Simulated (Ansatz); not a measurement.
## Run report: CH₆BFO, geometry relaxation (part 2 of 2)

Continued. System: CH₆BFO. Method: RKS revPBE-D4/6-31G* (Ansatz 0.2.0). It belongs to a series of runs on one base structure; here: end point A relaxed.

Geometry of the input (Å):
```
B  0.0360  -0.2116  0.1321
O  0.0896  -0.3977  1.5108
H  -0.8178  -0.4979  1.8652
C  1.3633  -0.0997  -0.7076
H  1.6326  -1.0847  -1.1312
H  1.2528  0.5937  -1.5587
H  2.2083  0.2305  -0.0832
F  -1.1852  -0.1969  -0.4657
H  -0.0499  2.1543  0.5328
H  0.0441  1.7906  1.1352
```

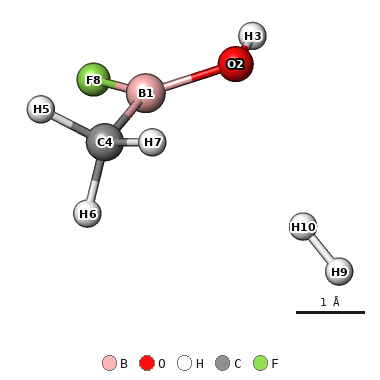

The geometry at step 12 of the log (ball-and-stick view, seen at a tilt; atoms are numbered from 1 in the order of the input).

## Trajectory as extended XYZ, continued
```
10
Properties=species:S:1:pos:R:3:forces:R:3 step=5 energy=-6575.65506
B     0.0537   -0.3957    0.1050   -0.0449  -0.0121  -0.0057
O     0.0990   -0.5891    1.4650   -0.2348  -0.0191   0.0713
H    -0.8140   -0.7063    1.8147    0.2284   0.0331  -0.0752
C     1.3780   -0.2165   -0.7298    0.0007   0.0155   0.0042
H     1.6760   -1.1797   -1.1857   -0.0138   0.0005  -0.0069
H     1.2389    0.4973   -1.5593    0.0089   0.0011  -0.0022
H     2.2174    0.1222   -0.1014    0.0012  -0.0108  -0.0020
F    -1.1657   -0.3827   -0.5017    0.0545  -0.0214   0.0099
H    -0.1457    2.8050    0.6896   -0.0052   0.0222   0.0047
H     0.0363    2.3262    1.2333    0.0049  -0.0089   0.0020
10
Properties=species:S:1:pos:R:3:forces:R:3 step=6 energy=-6575.65687
B     0.0562   -0.4114    0.0982   -0.0360  -0.0038  -0.0247
O     0.0993   -0.5876    1.4600   -0.2275  -0.0240   0.0891
H    -0.8130   -0.7130    1.8086    0.2223   0.0399  -0.0734
C     1.3809   -0.2309   -0.7358    0.0047   0.0070   0.0099
H     1.6779   -1.1940   -1.1926   -0.0143   0.0006  -0.0077
H     1.2426    0.4829   -1.5654    0.0074   0.0061  -0.0031
H     2.2208    0.1063   -0.1072    0.0008  -0.0061  -0.0024
F    -1.1608   -0.4172   -0.5127    0.0424  -0.0209   0.0079
H    -0.1603    2.8710    0.7257    0.0004   0.0072   0.0159
H     0.0302    2.3746    1.2511   -0.0003  -0.0059  -0.0114
10
Properties=species:S:1:pos:R:3:forces:R:3 step=7 energy=-6575.65924
B     0.0602   -0.4368    0.0848   -0.0285   0.0014  -0.0174
O     0.0979   -0.5707    1.4523   -0.1949  -0.0146   0.0400
H    -0.8122   -0.7082    1.7991    0.1798   0.0408  -0.0581
C     1.3860   -0.2540   -0.7470    0.0093  -0.0111   0.0199
H     1.6804   -1.2180   -1.2040   -0.0106   0.0010  -0.0109
H     1.2500    0.4585   -1.5780    0.0010   0.0121  -0.0010
H     2.2263    0.0812   -0.1183   -0.0003   0.0007  -0.0024
F    -1.1511   -0.4882   -0.5355    0.0435  -0.0190   0.0270
H    -0.1833    2.9846    0.8036    0.0492  -0.1246   0.1219
H     0.0196    2.4325    1.2730   -0.0484   0.1134  -0.1190
10
Properties=species:S:1:pos:R:3:forces:R:3 step=8 energy=-6575.66085
B     0.0612   -0.4480    0.0770   -0.0180   0.0085  -0.0460
O     0.0946   -0.5472    1.4470   -0.1493  -0.0073   0.0379
H    -0.8134   -0.6904    1.7936    0.1247   0.0331  -0.0358
C     1.3881   -0.2637   -0.7528    0.0102  -0.0188   0.0191
H     1.6834   -1.2289   -1.2068   -0.0059   0.0022  -0.0134
H     1.2523    0.4454   -1.5869   -0.0029   0.0118   0.0013
H     2.2271    0.0750   -0.1245   -0.0011   0.0020  -0.0021
F    -1.1452   -0.5350   -0.5488    0.0412  -0.0173   0.0356
H    -0.1892    3.0374    0.8610    0.0804  -0.2268   0.1670
H     0.0148    2.4360    1.2710   -0.0794   0.2126  -0.1634
10
Properties=species:S:1:pos:R:3:forces:R:3 step=9 energy=-6575.66396
B     0.0602   -0.4489    0.0711   -0.0260   0.0087  -0.0219
O     0.0873   -0.5081    1.4445   -0.0682  -0.0015  -0.0277
H    -0.8183   -0.6561    1.7896    0.0401   0.0227  -0.0019
C     1.3883   -0.2650   -0.7567    0.0094  -0.0195   0.0185
H     1.6907   -1.2321   -1.2019   -0.0073   0.0070  -0.0122
H     1.2491    0.4360   -1.5973   -0.0013   0.0091  -0.0001
H     2.2235    0.0860   -0.1298   -0.0043  -0.0001  -0.0033
F    -1.1417   -0.5720   -0.5580    0.0573  -0.0166   0.0444
H    -0.1808    3.0371    0.9043    0.0638  -0.1913   0.1208
H     0.0155    2.4038    1.2640   -0.0635   0.1814  -0.1165
10
Properties=species:S:1:pos:R:3:forces:R:3 step=10 energy=-6575.67159
B     0.0599   -0.4856    0.0587   -0.0227   0.0119   0.0375
O     0.0535   -0.3946    1.4294    0.0479   0.0236   0.0756
H    -0.8418   -0.5573    1.7927    0.0128  -0.0003  -0.0769
C     1.3875   -0.2700   -0.7614   -0.0341   0.0079   0.0568
H     1.6854   -1.2075   -1.2612    0.0133  -0.0619  -0.0547
H     1.2413    0.4757   -1.5616   -0.0037   0.0208  -0.0233
H     2.2224    0.0545   -0.1230    0.0289   0.0208   0.0211
F    -1.1100   -0.7689   -0.5718   -0.0423  -0.0261  -0.0449
H    -0.1146    3.0803    1.0410    0.0009  -0.0106   0.0007
H    -0.0100    2.3542    1.1870   -0.0009   0.0138   0.0081
10
Properties=species:S:1:pos:R:3:forces:R:3 step=11 energy=-6575.67381
B     0.0670   -0.5065    0.0583   -0.0280  -0.0116   0.0253
O     0.0410   -0.3402    1.4231   -0.0393  -0.0155  -0.0222
H    -0.8616   -0.5187    1.7616    0.0374   0.0193   0.0050
C     1.3908   -0.2862   -0.7637    0.0090   0.0451  -0.0654
H     1.6738   -1.2041   -1.3113    0.0226  -0.0116   0.0589
H     1.2425    0.4858   -1.5405   -0.0292   0.0290   0.0086
H     2.2321    0.0275   -0.1262    0.0148  -0.0530  -0.0078
F    -1.0884   -0.8652   -0.5649    0.0145  -0.0055  -0.0065
H    -0.1196    3.1041    1.0637    0.0020   0.0006   0.0033
H    -0.0040    2.3841    1.2296   -0.0039   0.0031   0.0008
10
Properties=species:S:1:pos:R:3:forces:R:3 step=12 energy=-6575.51561 accepted=F
B     0.0639   -0.5353    0.0453   -0.4706  -0.0665   0.2968
O     0.0150   -0.2582    1.4079   -0.0291  -0.1534  -0.6336
H    -0.8714   -0.4434    1.7823   -0.0014  -0.0198  -0.0947
C     1.3885   -0.2841   -0.7693   -0.0899  -0.0107  -0.0707
H     1.6773   -1.1863   -1.3383   -0.0021   0.0117  -0.0083
H     1.2318    0.5174   -1.5189    0.0208  -0.0606   0.0617
H     2.2274    0.0062   -0.1203    0.0278   0.0315   0.0198
F    -1.0655   -1.0149   -0.5811    0.5419   0.2503   0.4127
H    -0.0331    3.1584    1.2303   -0.0843  -2.1563  -0.3887
H    -0.0602    2.3209    1.0919    0.0870   2.1739   0.4050
10
Properties=species:S:1:pos:R:3:forces:R:3 step=13 energy=-6575.67496
B     0.0704   -0.5182    0.0535    0.0064   0.0487  -0.0135
O     0.0412   -0.3236    1.4135   -0.0028  -0.0016   0.0044
H    -0.8603   -0.4889    1.7584   -0.0046  -0.0073   0.0076
C     1.3936   -0.2940   -0.7708   -0.0032  -0.0246  -0.0056
H     1.6724   -1.2114   -1.3206    0.0062   0.0021  -0.0029
H     1.2433    0.4887   -1.5370   -0.0014  -0.0002   0.0040
H     2.2402    0.0027   -0.1325    0.0026  -0.0024   0.0007
F    -1.0797   -0.8939   -0.5684   -0.0020  -0.0170   0.0022
H    -0.1283    3.1219    1.0917    0.0001   0.0027   0.0028
H    -0.0191    2.3975    1.2419   -0.0013  -0.0003   0.0003
10
Properties=species:S:1:pos:R:3:forces:R:3 step=14 energy=-6575.67513
B     0.0703   -0.5187    0.0485    0.0201  -0.0593   0.0016
O     0.0372   -0.3059    1.4064   -0.0086   0.0208  -0.0327
H    -0.8620   -0.4784    1.7532   -0.0141  -0.0075   0.0094
C     1.3950   -0.2998   -0.7757   -0.0131  -0.0015   0.0025
H     1.6692   -1.2169   -1.3285   -0.0138   0.0115  -0.0101
H     1.2468    0.4886   -1.5369    0.0196  -0.0126   0.0012
H     2.2442   -0.0122   -0.1366   -0.0062   0.0167   0.0001
F    -1.0709   -0.9295   -0.5694    0.0176   0.0301   0.0255
H    -0.1315    3.1399    1.1118    0.0028  -0.0169   0.0072
H    -0.0245    2.4136    1.2568   -0.0042   0.0187  -0.0049
10
Properties=species:S:1:pos:R:3:forces:R:3 step=15 energy=-6575.67535
B     0.0723   -0.5233    0.0486    0.0017  -0.0027   0.0004
O     0.0369   -0.3013    1.4052   -0.0079  -0.0025  -0.0397
H    -0.8630   -0.4737    1.7509   -0.0100  -0.0035   0.0106
C     1.3958   -0.3027   -0.7766   -0.0044  -0.0153  -0.0031
H     1.6697   -1.2183   -1.3322   -0.0069   0.0136  -0.0026
H     1.2470    0.4868   -1.5367    0.0101  -0.0110   0.0061
H     2.2453   -0.0142   -0.1379   -0.0049   0.0080  -0.0017
F    -1.0699   -0.9323   -0.5690    0.0237   0.0118   0.0282
H    -0.1342    3.1428    1.1159    0.0026  -0.0151   0.0073
H    -0.0262    2.4168    1.2616   -0.0041   0.0167  -0.0055
10
Properties=species:S:1:pos:R:3:forces:R:3 step=16 energy=-6575.67556
B     0.0742   -0.5264    0.0455    0.0023   0.0013   0.0060
O     0.0369   -0.2899    1.3991   -0.0067  -0.0019   0.0054
H    -0.8617   -0.4641    1.7484    0.0117   0.0046  -0.0080
C     1.3976   -0.3100   -0.7808    0.0062   0.0114   0.0283
H     1.6694   -1.2230   -1.3396    0.0010  -0.0143  -0.0061
H     1.2536    0.4823   -1.5380   -0.0032   0.0063  -0.0066
H     2.2463   -0.0237   -0.1396   -0.0036  -0.0036  -0.0116
F    -1.0670   -0.9443   -0.5653   -0.0064  -0.0052  -0.0097
H    -0.1399    3.1553    1.1399   -0.0001  -0.0014   0.0023
H    -0.0357    2.4245    1.2603   -0.0011   0.0027   0.0000
10
Properties=species:S:1:pos:R:3:forces:R:3 step=17 energy=-6575.67570
B     0.0770   -0.5320    0.0418   -0.0044   0.0099   0.0081
O     0.0360   -0.2761    1.3920   -0.0019  -0.0054  -0.0038
H    -0.8621   -0.4495    1.7428    0.0063   0.0030  -0.0080
C     1.4003   -0.3182   -0.7854    0.0050   0.0028   0.0250
H     1.6686   -1.2312   -1.3460    0.0006  -0.0093  -0.0072
H     1.2572    0.4761   -1.5409   -0.0028   0.0028  -0.0059
H     2.2508   -0.0350   -0.1455   -0.0042  -0.0009  -0.0083
F    -1.0611   -0.9640   -0.5655    0.0024  -0.0030  -0.0017
H    -0.1476    3.1719    1.1647    0.0000  -0.0074   0.0027
H    -0.0454    2.4386    1.2718   -0.0010   0.0076  -0.0009
10
Properties=species:S:1:pos:R:3:forces:R:3 step=18 energy=-6575.67582
B     0.0813   -0.5381    0.0360   -0.0113   0.0102   0.0165
O     0.0349   -0.2535    1.3806    0.0024  -0.0072  -0.0213
H    -0.8631   -0.4240    1.7326   -0.0008  -0.0002  -0.0052
C     1.4046   -0.3311   -0.7927    0.0011  -0.0048   0.0061
H     1.6685   -1.2461   -1.3526    0.0012  -0.0007  -0.0016
H     1.2625    0.4625   -1.5495   -0.0023  -0.0008  -0.0028
H     2.2573   -0.0483   -0.1557   -0.0017   0.0001  -0.0015
F    -1.0520   -0.9917   -0.5654    0.0123   0.0040   0.0084
H    -0.1620    3.1937    1.2057    0.0013  -0.0195   0.0032
H    -0.0583    2.4574    1.2909   -0.0021   0.0191  -0.0019
```
